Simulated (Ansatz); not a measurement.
System: NiMoIrPdW.

```yaml
crystal:
  lattice:
    - [4.11705, 0.00000, 0.00000]
    - [-2.05853, 3.56547, 0.00000]
    - [0.00000, 0.00000, 5.44580]
  atoms:
    - { symbol: Ni, position: [0.00000, 0.00000, 0.95775] }
    - { symbol: Mo, position: [0.66667, 0.33333, 0.96161] }
    - { symbol: Pd, position: [0.66667, 0.33333, 0.46295] }
    - { symbol: Ir, position: [0.33333, 0.66667, 0.72572] }
    - { symbol: W, position: [0.33333, 0.66667, 0.23642] }
```

Space group P3m1; a generated structure, not necessarily the stable one; the program warned that a starting moment wasn't kept; spin-polarised, but the moments vanished.

These are results of Ansatz, Kohn-Sham DFT of a periodic cell, PBE, Ansatz PAW, not measurements.

Predict the valence pseudo-density and electron localisation function between the atoms.

Ni–Mo (2.38 Å): ρ is about 0.52 e/Å³ halfway; the ELF is about 0.25 at the midpoint: no localised pair shows between them.
Ir–W (2.66 Å): ρ is about 0.5 e/Å³ halfway; the ELF is about 0.45 at the midpoint.
Pd–W (2.68 Å): the density is about 0.4 e/Å³ at the midpoint; the ELF is about 0.35 at the midpoint.
Ni–Ir (2.69 Å): the density is about 0.36 e/Å³ at the midpoint; the ELF is about 0.35 at the midpoint.

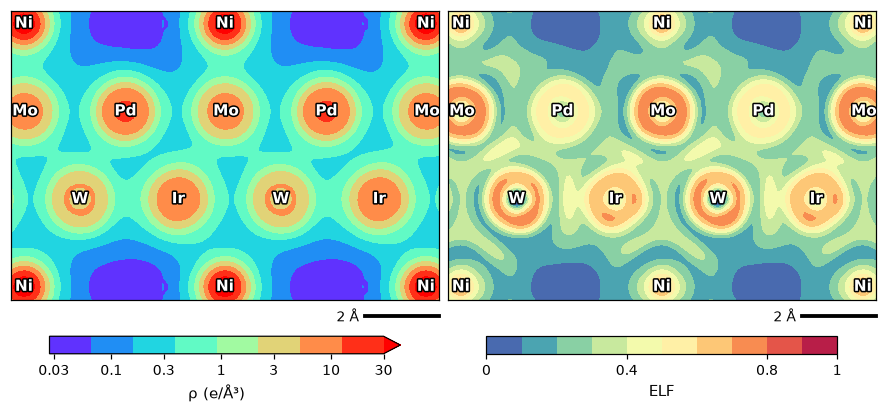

Computed valence pseudo-density and electron localisation function on the (110) plane of the conventional cell, in this order. 

Core electrons are frozen (PAW), and the valence fields are smoothed inside the atomic spheres.
